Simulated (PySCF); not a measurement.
# Tc²⁵⁺, Ru²⁶⁺, Rh²⁷⁺: one-electron levels with spin-orbit coupling

Where do the one-electron levels on top of Tc²⁵⁺, Ru²⁶⁺, Rh²⁷⁺ lie, and how much do correlation and relaxation move them?

The numbers are computed with PySCF 2.14.0 (two-component X2C-1e, generalised determinants), except any that are marked as measured or tabulated.

### Step 1. The system

| Property | Result |
| --- | --- |
| Elements | technetium (Z = 43), ruthenium (Z = 44), rhodium (Z = 45) |
| Basis | one for each species, given in its step |
| Hamiltonian | two-component X2C-1e, Gaussian nucleus, no Breit or QED terms; spin-orbit coupling, run by run: screened by Boettger's factors |
| Core shells frozen in the correlated runs | [Ne] (for Tc²⁵⁺) |
| State 1 | Tc²⁵⁺: [Ar] |
| State 2 | Ru²⁶⁺: [Ar] |
| State 3 | Rh²⁷⁺: [Ar] |
| Methods | GHF, GMP2, GCCSD(T), EOM-IP-GCCSD, EOM-EA-GCCSD |

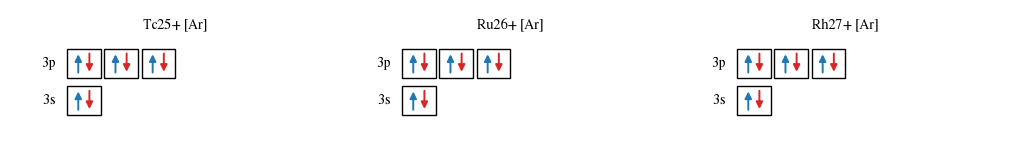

Occupation of the outer shells (arrows by Hund's rule).

All steps ran in one process of a driver on top of PySCF, which takes the settings above as its task.

The integrals over 112 functions and the set-up took 0.48 s of CPU time.

### Step 2. Tc²⁵⁺: the ladder of methods

Basis: an uncontracted even-tempered set (19 s from 1.2 bohr⁻², ratio 2.6; 14 p from 1.5 bohr⁻², ratio 2.6; 6 d from 1.5 bohr⁻², ratio 2.8; 3 f from 30 bohr⁻², ratio 2.8).

Level: GHF (screened spin-orbit).

Log:

```text
cycle= 1 E= -3881.6504982704  delta_E= -3.88e+03  |FDS-SDF|= 0.0616
cycle= 2 E= -3881.6511823033  delta_E= -0.000684  |FDS-SDF|= 0.00209
cycle= 3 E= -3881.6511846725  delta_E= -2.37e-06  |FDS-SDF|= 4.34e-05
cycle= 4 E= -3881.6511846755  delta_E= -3.07e-09  |FDS-SDF|= 9.47e-07
```

CPU time 3.1 s on a shared host, the integrals not counted.

Occupied spinors:

```
spinor shell  electrons  mean energy (eV)  weight of the nominal j  rms radius (bohr)
       1s1/2          2          -22273.4                    1.000             0.0394
       2s1/2          2           -4189.9                    1.000              0.160
       2p1/2          2           -3946.1                    1.000              0.139
       2p3/2          4           -3824.6                    1.000              0.143
       3s1/2          2           -1478.2                    1.000              0.399
       3p1/2          2           -1382.0                    1.000              0.389
       3p3/2          4           -1355.1                    1.000              0.396
```

M_J = 0, ⟨J²⟩ = 0.000, ⟨L²⟩ = 0.005, ⟨S²⟩ = 0.005.

Level: GMP2 (screened spin-orbit).

No log was kept for this step.

It used 1.1 s of CPU time after the integrals (shared host).

With 8 electrons correlated and 64 very high virtual spinors dropped, the MP2 correlation energy is -0.36141 hartree. Largest pairs: 3p3/2-3p3/2 -0.1433, 3p1/2-3p3/2 -0.1344, 3p1/2-3p1/2 -0.0361, 3p3/2-3s1/2 -0.0228, 3s1/2-3s1/2 -0.0131.

Level: GCCSD(T) (screened spin-orbit).

Log:

```text
Init t2, MP2 energy = -0.347499783440287
CCSD nocc = 8, nmo = 58
Init t2, MP2 energy = -0.347499783440287
Init E_corr(GCCSD) = -0.347499783440287
cycle = 1  E_corr(GCCSD) = -0.37801974653515  dE = -0.0305199631  norm(t1,t2) = 0.017203
cycle = 2  E_corr(GCCSD) = -0.382672875437257  dE = -0.0046531289  norm(t1,t2) = 0.00364346
cycle = 3  E_corr(GCCSD) = -0.383846412249126  dE = -0.00117353681  norm(t1,t2) = 0.00102292
cycle = 4  E_corr(GCCSD) = -0.383811466131466  dE = 3.49461177e-05  norm(t1,t2) = 9.64648e-05
cycle = 5  E_corr(GCCSD) = -0.383811794976005  dE = -3.28844539e-07  norm(t1,t2) = 5.44804e-06
cycle = 6  E_corr(GCCSD) = -0.38381174664188  dE = 4.83341254e-08  norm(t1,t2) = 4.43192e-07
cycle = 7  E_corr(GCCSD) = -0.383811748228403  dE = -1.58652347e-09  norm(t1,t2) = 4.6371e-08
GCCSD converged
E(GCCSD) = -3882.034996423761  E_corr = -0.3838117482284034
```

CPU time 12 s on a shared host, the integrals not counted.

In 50 natural virtual spinors the CCSD correlation is -0.38381 hartree, triples -0.00283; MP2 gives -0.34750 in this space and -0.36141 in the full one, and the difference is added. T1 = 0.000.

Level: EOM-IP-GCCSD (screened spin-orbit).

No log was kept for this step.

It used 0.78 s of CPU time after the integrals (shared host).

One electron is removed; binding energies in eV, the cut virtual space restored at second order:

| level | Koopmans | second order | EOM-CCSD | weight of the one-particle guess |
| --- | --- | --- | --- | --- |
| 3s1/2 | 1478.2 | 1466.4 | 1459.3 | 0.72 |
| 3p1/2 | 1382.0 | 1382.1 | 1382.2 | 0.99 |
| 3p3/2 | 1355.1 | 1355.4 | 1355.6 | 0.99 |

Where the weight is under 0.9 and second order departs from EOM-CCSD, the level mixes with more complex states.

The second-order patch within the EOM-CCSD column is 3s1/2 +0.029, 3p1/2 +0.032, 3p3/2 +0.033 eV.

Tabulated ionisation energy for comparison: 1354 ± 4 eV (semi-empirical (NIST evaluation); NIST Atomic Spectra Database, ionization energies).

Level: EOM-EA-GCCSD (screened spin-orbit).

This step left no log, only its results.

CPU time 3 s on a shared host, the integrals not counted.

One electron is added; binding energies in eV, the cut virtual space restored at second order:

```csv
level,Koopmans,second order,EOM-CCSD,weight of the one-particle guess
3d3/2,1164.3,1165.7,1165.5,1.00
3d5/2,1159.2,1160.5,1160.2,1.00
4s1/2,693.42,695.60,695.54,0.99
4p1/2,659.19,661.37,661.42,0.99
4p3/2,650.23,652.39,652.44,0.99
```

The highest levels are limited by the diffuse functions of the basis.

The second-order patch within the EOM-CCSD column is 3d3/2 +0.371, 3d5/2 +0.358, 4s1/2 +0.342, 4p1/2 +1.249, 4p3/2 +1.223 eV.

Tabulated ionisation energy for comparison: 1166 ± 4 eV (theoretical estimate listed by NIST; NIST Atomic Spectra Database, ionization energies).

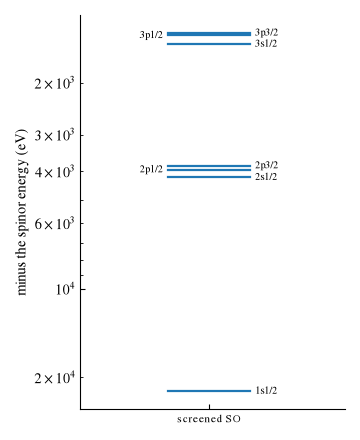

The highest 7 spinor levels of Tc²⁵⁺ on a logarithmic scale.

### Step 3. Ru²⁶⁺

Basis: an even-tempered Gaussian basis (19 s from 1.2 bohr⁻², ratio 2.6; 14 p from 1.6 bohr⁻², ratio 2.6; 6 d from 1.7 bohr⁻², ratio 2.8; 3 f from 32 bohr⁻², ratio 2.8).

Level: GHF (screened spin-orbit).

Log:

```text
cycle= 1 E= -4084.4842174189  delta_E= -4.08e+03  |FDS-SDF|= 0.0665
cycle= 2 E= -4084.4849731906  delta_E= -0.000756  |FDS-SDF|= 0.0022
cycle= 3 E= -4084.4849756649  delta_E= -2.47e-06  |FDS-SDF|= 4.43e-05
cycle= 4 E= -4084.4849756679  delta_E= -3e-09  |FDS-SDF|= 9.67e-07
```

CPU time 3.1 s on a shared host, the integrals not counted.

Occupied spinors:

| spinor shell | electrons | mean energy (eV) | weight of the nominal j | rms radius (bohr) |
| --- | --- | --- | --- | --- |
| 1s1/2 | 2 | -23423.4 | 1.000 | 0.0384 |
| 2s1/2 | 2 | -4442.6 | 1.000 | 0.156 |
| 2p1/2 | 2 | -4191.3 | 1.000 | 0.135 |
| 2p3/2 | 4 | -4056.7 | 1.000 | 0.140 |
| 3s1/2 | 2 | -1578.4 | 1.000 | 0.388 |
| 3p1/2 | 2 | -1478.9 | 1.000 | 0.377 |
| 3p3/2 | 4 | -1448.9 | 1.000 | 0.385 |

M_J = 0, ⟨J²⟩ = 0.000, ⟨L²⟩ = 0.006, ⟨S²⟩ = 0.006.

Level: GMP2 (screened spin-orbit).

No log was kept for this step.

It used 1.1 s of CPU time after the integrals (shared host).

With 8 electrons correlated and 64 very high virtual spinors dropped, the MP2 correlation energy is -0.36632 hartree. Largest pairs: 3p3/2-3p3/2 -0.1457, 3p1/2-3p3/2 -0.1363, 3p1/2-3p1/2 -0.0366, 3p3/2-3s1/2 -0.0228, 3s1/2-3s1/2 -0.0132.

Level: GCCSD(T) (screened spin-orbit).

Log:

```text
Init t2, MP2 energy = -0.352662340490367
CCSD nocc = 8, nmo = 58
Init t2, MP2 energy = -0.352662340490367
Init E_corr(GCCSD) = -0.352662340490367
cycle = 1  E_corr(GCCSD) = -0.383681236686168  dE = -0.0310188962  norm(t1,t2) = 0.0170483
cycle = 2  E_corr(GCCSD) = -0.388412163221021  dE = -0.00473092653  norm(t1,t2) = 0.00359653
cycle = 3  E_corr(GCCSD) = -0.389599498057377  dE = -0.00118733484  norm(t1,t2) = 0.00100523
cycle = 4  E_corr(GCCSD) = -0.389564363084472  dE = 3.51349729e-05  norm(t1,t2) = 9.53191e-05
cycle = 5  E_corr(GCCSD) = -0.389564711210426  dE = -3.48125954e-07  norm(t1,t2) = 5.65695e-06
cycle = 6  E_corr(GCCSD) = -0.38956466028509  dE = 5.09253356e-08  norm(t1,t2) = 4.48638e-07
cycle = 7  E_corr(GCCSD) = -0.389564662368068  dE = -2.08297729e-09  norm(t1,t2) = 4.63058e-08
GCCSD converged
E(GCCSD) = -4084.874540330247  E_corr = -0.3895646623680676
```

It used 13 s of CPU time after the integrals (shared host).

In 50 natural virtual spinors the CCSD correlation is -0.38956 hartree, triples -0.00281; MP2 gives -0.35266 in this space and -0.36632 in the full one, and the difference is added. T1 = 0.000.

Level: EOM-IP-GCCSD (screened spin-orbit).

No log was kept for this step.

CPU time 0.76 s on a shared host, the integrals not counted.

One electron is removed; binding energies in eV, the cut virtual space restored at second order:

```csv
level,Koopmans,second order,EOM-CCSD,weight of the one-particle guess
3s1/2,1578.4,1566.2,1558.5,0.70
3p1/2,1478.9,1479.0,1479.1,0.99
3p3/2,1448.9,1449.2,1449.4,0.99
```

Where the weight is under 0.9 and second order departs from EOM-CCSD, the level mixes with more complex states.

The second-order patch within the EOM-CCSD column is 3s1/2 +0.028, 3p1/2 +0.032, 3p3/2 +0.032 eV.

Tabulated ionisation energy for comparison: 1447 ± 4 eV (semi-empirical (NIST evaluation); NIST Atomic Spectra Database, ionization energies).

Level: EOM-EA-GCCSD (screened spin-orbit).

The driver printed no log here.

It used 2.8 s of CPU time after the integrals (shared host).

One electron is added; binding energies in eV, the cut virtual space restored at second order:

| level | Koopmans | second order | EOM-CCSD | weight of the one-particle guess |
| --- | --- | --- | --- | --- |
| 3d3/2 | 1251.9 | 1253.3 | 1253.0 | 1.00 |
| 3d5/2 | 1246.0 | 1247.4 | 1247.1 | 1.00 |
| 4s1/2 | 745.55 | 747.77 | 747.71 | 0.99 |
| 4p1/2 | 709.12 | 711.36 | 711.42 | 0.99 |
| 4p3/2 | 699.02 | 701.23 | 701.30 | 0.99 |

The highest levels are limited by the diffuse functions of the basis.

The second-order patch within the EOM-CCSD column is 3d3/2 +0.368, 3d5/2 +0.354, 4s1/2 +0.347, 4p1/2 +1.276, 4p3/2 +1.248 eV.

Tabulated ionisation energy for comparison: 1253 ± 4 eV (theoretical estimate listed by NIST; NIST Atomic Spectra Database, ionization energies).

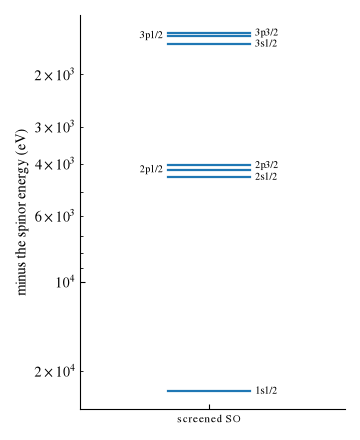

The highest 7 spinor levels of Ru²⁶⁺ on a logarithmic scale.

### Step 4. Rh²⁷⁺, method by method

Basis: an even-tempered Gaussian basis (19 s from 1.3 bohr⁻², ratio 2.6; 14 p from 1.7 bohr⁻², ratio 2.6; 6 d from 1.8 bohr⁻², ratio 2.8; 3 f from 34 bohr⁻², ratio 2.8).

Level: GHF (screened spin-orbit).

Log:

```text
cycle= 1 E= -4292.8509652699  delta_E= -4.29e+03  |FDS-SDF|= 0.0717
cycle= 2 E= -4292.8517986865  delta_E= -0.000833  |FDS-SDF|= 0.00231
cycle= 3 E= -4292.8518012696  delta_E= -2.58e-06  |FDS-SDF|= 4.52e-05
cycle= 4 E= -4292.8518012726  delta_E= -2.93e-09  |FDS-SDF|= 9.89e-07
```

It used 2.9 s of CPU time after the integrals (shared host).

Occupied spinors:

```csv
spinor shell,electrons,mean energy (eV),weight of the nominal j,rms radius (bohr)
1s1/2,2,-24604.9,1.000,0.0374
2s1/2,2,-4703.1,1.000,0.152
2p1/2,2,-4444.4,1.000,0.132
2p3/2,4,-4295.7,1.000,0.136
3s1/2,2,-1682.0,1.000,0.377
3p1/2,2,-1579.1,1.000,0.366
3p3/2,4,-1545.7,1.000,0.374
```

M_J = 0, ⟨J²⟩ = 0.000, ⟨L²⟩ = 0.006, ⟨S²⟩ = 0.006.

Level: GMP2 (screened spin-orbit).

No log was kept for this step.

It used 1 s of CPU time after the integrals (shared host).

With 8 electrons correlated and 64 very high virtual spinors dropped, the MP2 correlation energy is -0.37108 hartree. Largest pairs: 3p3/2-3p3/2 -0.1481, 3p1/2-3p3/2 -0.1382, 3p1/2-3p1/2 -0.0370, 3p3/2-3s1/2 -0.0227, 3s1/2-3s1/2 -0.0133.

Level: GCCSD(T) (screened spin-orbit).

Log:

```text
Init t2, MP2 energy = -0.357401016325217
CCSD nocc = 8, nmo = 58
Init t2, MP2 energy = -0.357401016325217
Init E_corr(GCCSD) = -0.357401016325217
cycle = 1  E_corr(GCCSD) = -0.388904435028883  dE = -0.0315034187  norm(t1,t2) = 0.0168861
cycle = 2  E_corr(GCCSD) = -0.393704537028323  dE = -0.004800102  norm(t1,t2) = 0.0035483
cycle = 3  E_corr(GCCSD) = -0.394903935057625  dE = -0.00119939803  norm(t1,t2) = 0.000987467
cycle = 4  E_corr(GCCSD) = -0.39486861334343  dE = 3.53217142e-05  norm(t1,t2) = 9.41287e-05
cycle = 5  E_corr(GCCSD) = -0.394868982771038  dE = -3.69427607e-07  norm(t1,t2) = 5.84902e-06
cycle = 6  E_corr(GCCSD) = -0.394868929254511  dE = 5.35165267e-08  norm(t1,t2) = 4.54795e-07
cycle = 7  E_corr(GCCSD) = -0.394868930418887  dE = -1.16437548e-09  norm(t1,t2) = 4.66922e-08
GCCSD converged
E(GCCSD) = -4293.246670202995  E_corr = -0.3948689304188865
```

It used 11 s of CPU time after the integrals (shared host).

In 50 natural virtual spinors the CCSD correlation is -0.39487 hartree, triples -0.00278; MP2 gives -0.35740 in this space and -0.37108 in the full one, and the difference is added. T1 = 0.000.

Level: EOM-IP-GCCSD (screened spin-orbit).

No log was kept for this step.

It used 0.71 s of CPU time after the integrals (shared host).

One electron is removed; binding energies in eV, the cut virtual space restored at second order:

```csv
level,Koopmans,second order,EOM-CCSD,weight of the one-particle guess
3s1/2,1682.0,1669.3,1661.0,0.68
3p1/2,1579.1,1579.2,1579.3,0.99
3p3/2,1545.7,1546.0,1546.3,0.99
```

Where the weight is under 0.9 and second order departs from EOM-CCSD, the level mixes with more complex states.

The second-order patch within the EOM-CCSD column is 3s1/2 +0.028, 3p1/2 +0.032, 3p3/2 +0.032 eV.

Tabulated ionisation energy for comparison: 1544 ± 5 eV (semi-empirical (NIST evaluation); NIST Atomic Spectra Database, ionization energies).

Level: EOM-EA-GCCSD (screened spin-orbit).

This step left no log, only its results.

It used 2.7 s of CPU time after the integrals (shared host).

One electron is added; binding energies in eV, the cut virtual space restored at second order:

```csv
level,Koopmans,second order,EOM-CCSD,weight of the one-particle guess
3d3/2,1342.5,1343.9,1343.6,1.00
3d5/2,1335.9,1337.2,1336.9,1.00
4s1/2,798.57,800.84,800.78,0.99
4p1/2,760.91,763.21,763.27,0.99
4p3/2,749.56,751.83,751.90,0.95
```

The highest levels are limited by the diffuse functions of the basis.

The second-order patch within the EOM-CCSD column is 3d3/2 +0.363, 3d5/2 +0.349, 4s1/2 +0.350, 4p1/2 +1.306, 4p3/2 +1.277 eV.

Tabulated ionisation energy for comparison: 1344 ± 4 eV (theoretical estimate listed by NIST; NIST Atomic Spectra Database, ionization energies).

### Step 5. Summary of results

| quantity | value |
| --- | --- |
| EOM-IP-GCCSD on Tc²⁵⁺, level 3p3/2 | Koopmans 1355.1, EOM-CCSD 1355.6 eV; tabulated ionisation energy 1354 ± 4 |
| EOM-EA-GCCSD on Tc²⁵⁺, level 3d3/2 | Koopmans 1164.3, EOM-CCSD 1165.5 eV; tabulated ionisation energy 1166 ± 4 |
| EOM-IP-GCCSD on Ru²⁶⁺, level 3p3/2 | Koopmans 1448.9, EOM-CCSD 1449.4 eV; tabulated ionisation energy 1447 ± 4 |
| EOM-EA-GCCSD on Ru²⁶⁺, level 3d3/2 | Koopmans 1251.9, EOM-CCSD 1253.0 eV; tabulated ionisation energy 1253 ± 4 |
| EOM-IP-GCCSD on Rh²⁷⁺, level 3p3/2 | Koopmans 1545.7, EOM-CCSD 1546.3 eV; tabulated ionisation energy 1544 ± 5 |

What this shows: For 3p3/2 on Tc²⁵⁺ the EOM-CCSD value differs from the tabulated one (semi-empirical) by +1.62 eV, within its uncertainty. For 3d3/2 on Tc²⁵⁺ the EOM-CCSD value differs from the tabulated one (theoretical) by -0.53 eV, within its uncertainty. All values hold for this basis alone; no basis-set limit was taken.
